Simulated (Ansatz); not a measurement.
# HNO (nitroxyl): FCI/STO-3G

What is the energy change on altering one bond length of HNO (nitroxyl) at FCI/STO-3G? 

The results are computed with Ansatz 0.2.0.

52 further runs of the same task are left out: 1 that didn't finish, 51 set aside as unsound or not needed.

## Step 1: Starting point

HNO has 3 atoms, charge 0, and is taken as a singlet. SMILES: `N=O`. The shape is that of a GFN2-xTB optimisation.

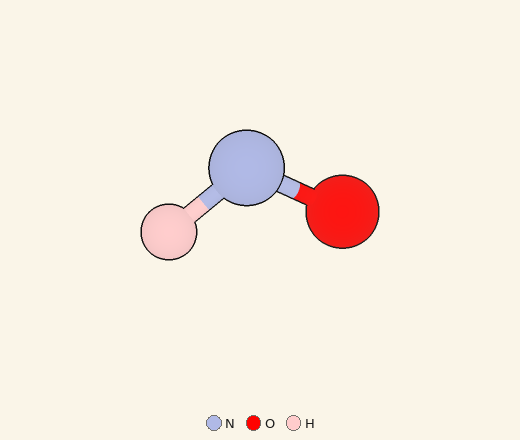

The structure, seen from a chosen angle (nitrogen light blue, oxygen red, hydrogen pink).

## Step 2: A single-point energy at FCI/STO-3G

Contents of molecule.yaml:

```yaml
crystal:
  periodic: [false, false, false]
  atoms:
    - {symbol: N, position_ang: [-0.275940, 0.297220, -0.114780]}
    - {symbol: O, position_ang: [0.768580, 0.418030, 0.466150]}
    - {symbol: H, position_ang: [-0.492640, -0.715240, -0.351380]}
basis:
  gaussian: {orbitals: STO-3G}
correlation: {method: fci, frozen_orbitals: {H: 0, "N": 1, O: 1}}
accuracy: high
```

The run is started by

```console
$ ansatz run molecule.yaml --threads 1 --pin off --max-ram 2610MiB --events-out events.jsonl --progress --plain --runs-dir runs
```

Standard output:

```text
Warning: RAYON_NUM_THREADS=1 ignored (pool sized by the plan → 1); use --threads N
Functional definition: HF
  name "HF"
  exchange = exact_x
  correlation = 0
168 factors; integrals over basis functions are off by at most 2.2e-8 eV
mean field evaluation 1: about -3483.5299 eV, gradient 1.8e1 eV
mean field evaluation 2: about -3483.6070 eV, gradient 1.9e1 eV
mean field evaluation 4: about -3484.6583 eV, gradient 1.3e0 eV
mean field evaluation 8: about -3484.6693 eV, gradient 2.2e-2 eV
mean field -3484.66927338 eV, -128.0592338031 hartree, gradient 1.1e-8 eV, S^2 0.000000; 0 other end points of the search recorded, 0 dependent functions left out; unrestricted orbitals would lower it
mean field evaluation 16: about -3484.7162 eV, gradient 8.6e0 eV
2 core orbitals not correlated: weight in the atoms' cores, before any rotation towards them, 1.000 or more for the frozen orbitals, at most 0.000 for the correlated occupied ones
reference -3484.66927338 eV, -128.0592338031 hartree; 6, 6 occupied and 3, 3 virtual orbitals, 168 factors
state -3488.63285393 eV, -128.2048927016 hartree
Total energy: -3488.63285393 eV, -128.2048927016 hartree
```

Run time: 0.3 s. Hardware: 1 thread of Arm Neoverse V2, shared host.

## Step 3: The distorted shape

Contents of molecule.yaml:

```yaml
basis:
  gaussian: {orbitals: STO-3G}
crystal:
  periodic: [false, false, false]
  atoms:
    - symbol: "N"
      position_ang: [-0.221765, 0.550335, -0.055630]
    - symbol: O
      position_ang: [0.822755, 0.671145, 0.525300]
    - symbol: H
      position_ang: [-0.492640, -0.715240, -0.351380]
correlation: {method: fci, frozen_orbitals: {H: 0, "N": 1, O: 1}}
accuracy: high
```

The run is started by

```console
$ ansatz run molecule.yaml --threads 1 --pin off --max-ram 2610MiB --events-out events.jsonl --progress --plain --runs-dir runs
```

Standard output:

```text
Warning: RAYON_NUM_THREADS=1 ignored (pool sized by the plan → 1); use --threads N
Functional definition: HF
  name "HF"
  exchange = exact_x
  correlation = 0
168 factors; integrals over basis functions are off by at most 5.4e-8 eV
mean field evaluation 1: about -3482.6452 eV, gradient 1.9e1 eV
mean field evaluation 2: about -3482.7175 eV, gradient 1.9e1 eV
mean field evaluation 4: about -3483.8039 eV, gradient 1.5e0 eV
mean field evaluation 8: about -3483.8263 eV, gradient 4.8e-2 eV
mean field -3483.82634409 eV, -128.0282567229 hartree, gradient 2.9e-8 eV, S^2 0.000000; 0 other end points of the search recorded, 0 dependent functions left out; unrestricted orbitals would lower it
mean field evaluation 16: about -3483.7137 eV, gradient 1.8e0 eV
2 core orbitals not correlated: weight in the atoms' cores, before any rotation towards them, 1.000 or more for the frozen orbitals, at most 0.000 for the correlated occupied ones
reference -3483.82634409 eV, -128.0282567229 hartree; 6, 6 occupied and 3, 3 virtual orbitals, 168 factors
state -3488.50143579 eV, -128.2000631740 hartree
Total energy: -3488.50143579 eV, -128.2000631740 hartree
```

Wall time 0.3 s (1 thread of Arm Neoverse V2, shared host).

## Step 4: Results

Level: FCI/STO-3G, 2 core orbitals frozen.

```
                                                         quantity          value
                                        first shape: total energy  -128.20489 Eh
         first shape: correlation energy (2 core orbitals frozen)     -145.7 mEh
                                    distorted shape: total energy  -128.20006 Eh
     distorted shape: correlation energy (2 core orbitals frozen)     -171.8 mEh
energy change with the N1–H3 bond stretched from 1.062 to 1.328 Å       0.131 eV
```

In words: With the N1–H3 bond stretched from 1.062 to 1.328 Å the energy rises by 0.13 eV (3.0 kcal/mol). The first shape isn't relaxed at this level, so the change isn't measured from a minimum. The minimal basis adds a large error of its own. The restricted solution (first shape) is unstable to spin breaking: an unrestricted one lies lower. The restricted solution (distorted shape) is unstable to spin breaking: an unrestricted one lies lower.
